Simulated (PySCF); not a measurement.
## A study: ClGeH3, SMILES `Cl[GeH3]`

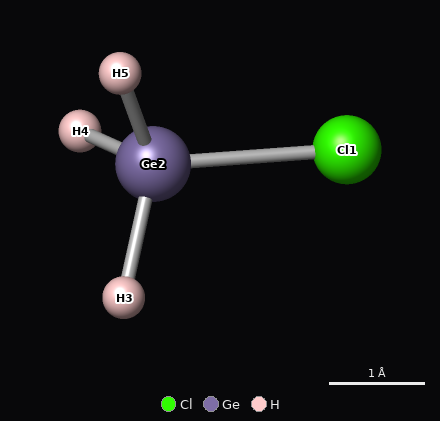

The molecule, with its atoms numbered as below. No frequency check shows the geometry to be a minimum.

Geometry (Å), atoms numbered from 1:

```
Cl1     -1.4316   -0.0000    0.0001
Ge2      0.6536    0.0000    0.0000
H3       1.1395   -1.1740   -0.7977
H4       1.1419   -0.1040    1.4137
H5       1.1394    1.2779   -0.6179
```

Part 1: Bonding charge

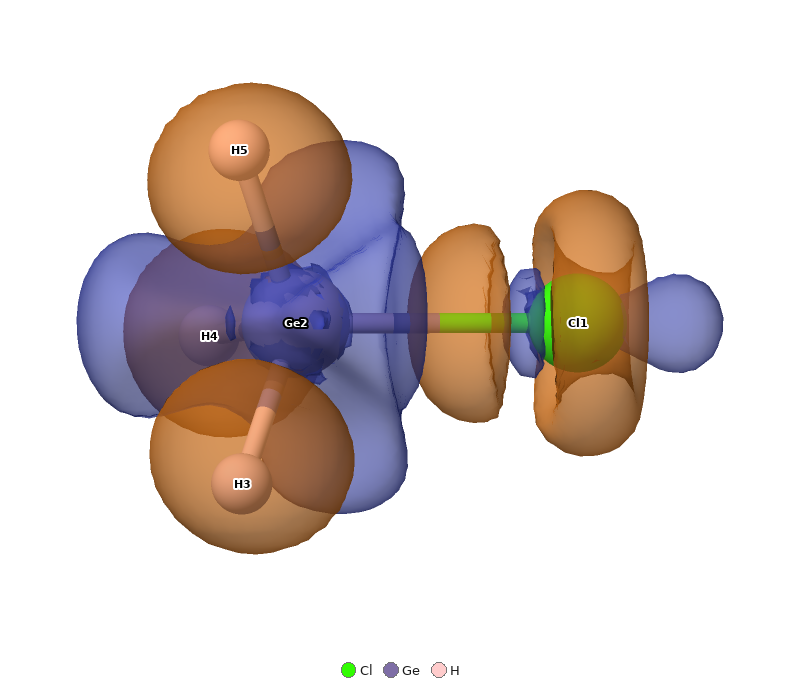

Deformation density (molecule less spherical, spin-averaged free atoms at the same positions), surfaces at ±0.04 e/Å³; orange: gain, blue: loss.

PySCF calculation, ωB97X/def2-TZVP, gas phase; geometry: GFN2-xTB.

Q: How much density has each bond gained at its critical point, relative to the free atoms?

A: Ge2–H4, Ge2–H3 and Ge2–H5: +0.30 e/Å³ at the bond critical point (bond length 1.50 Å, Mayer order 0.9). Cl1–Ge2: +0.09 e/Å³ at the bond critical point (bond length 2.08 Å, Mayer order 1.1). In all, 1.2 electrons gather in the regions of gain relative to the promolecule. A small or negative value marks a very polar bond, one between electron-rich atoms, whose free-atom densities already overlap strongly, a long bond to a heavier atom, or a closed-shell contact such as a hydrogen bond.

Q: Where do the Hirshfeld charges lie?

A: The highest Hirshfeld charge is on Ge2 (+0.34 e), the lowest on Cl1 (−0.15 e).

Part 2: Electrostatic potential

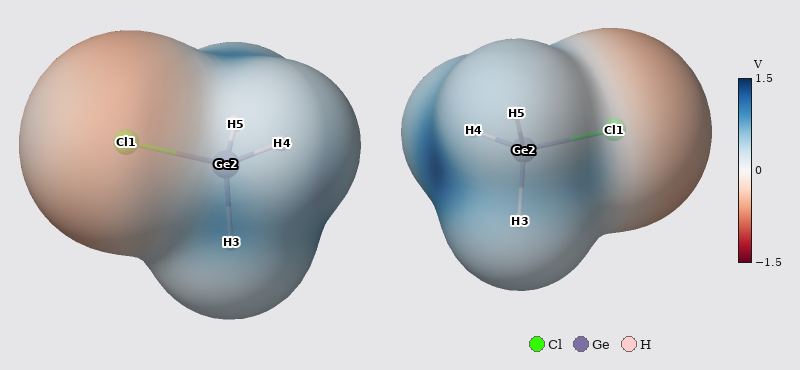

Electrostatic potential on the surface of electron density 0.001 a.u. (back view left, front view right).

Q: Where are the extremes of the potential on the surface?

A: Highest: 1.41 V, near Ge2 (2.02 Å), H5 (2.07 Å), H4 (2.09 Å) and H3 (2.10 Å). Further maxima include 0.86 V, near H4 (2.02 Å), H5 (2.09 Å) and Ge2 (2.10 Å), and at like points elsewhere; −0.16 V, 2.0 Å from Cl1. Lowest: −0.47 V, 2.1 Å from Cl1, and at like points elsewhere. The surface is sampled at points, so like sites can differ by a few per cent and only the strongest of them is named.

Q: What volume does the surface enclose, and what is the dipole moment?

A: About 86 Å³; the dipole moment is 1.6 D.

Part 3: In an electric field

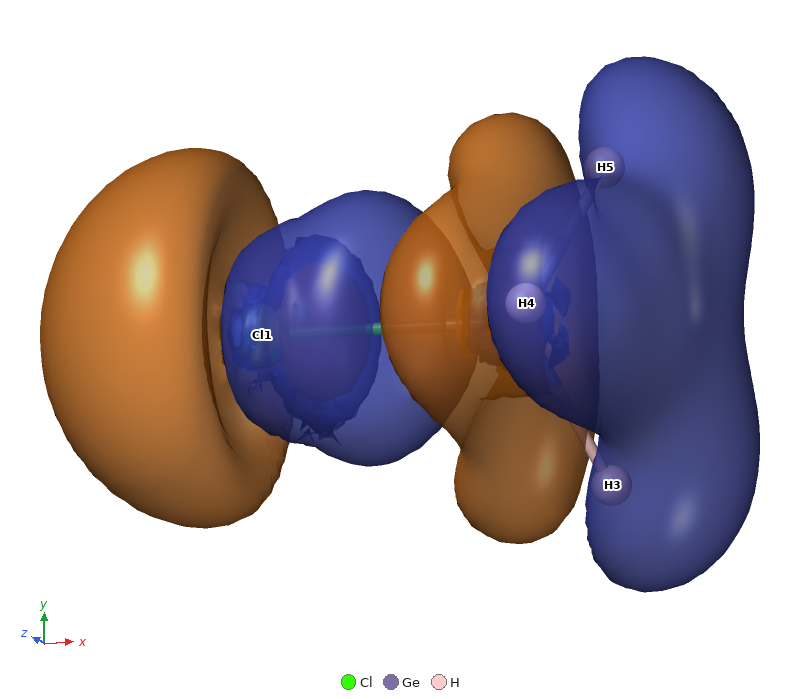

Change of the electron density in a uniform field of 0.21 V/Å, surfaces at ±0.001 e/Å³ (orange: gain, blue: loss).

Level of theory: ωB97X/def2-TZVP (PySCF), at a geometry from GFN2-xTB. A basis without diffuse functions makes polarisabilities too small.

Q: Along which Cartesian direction does the field point?

A: Along +x: electrons gather on the −x side, against the field.

Q: What dipole is induced, and what polarisability does it imply?

A: The induced dipole is 0.49 D (along the field); α along this axis, from the fields in both directions, is 48 bohr³ (7.1 Å³).

Q: Which atoms gain and lose the most charge?

A: Electrons gather most on Cl1 (Hirshfeld charge changes by −0.021 e) and leave Ge2 most (+0.006 e); 0.042 electrons are displaced in all.
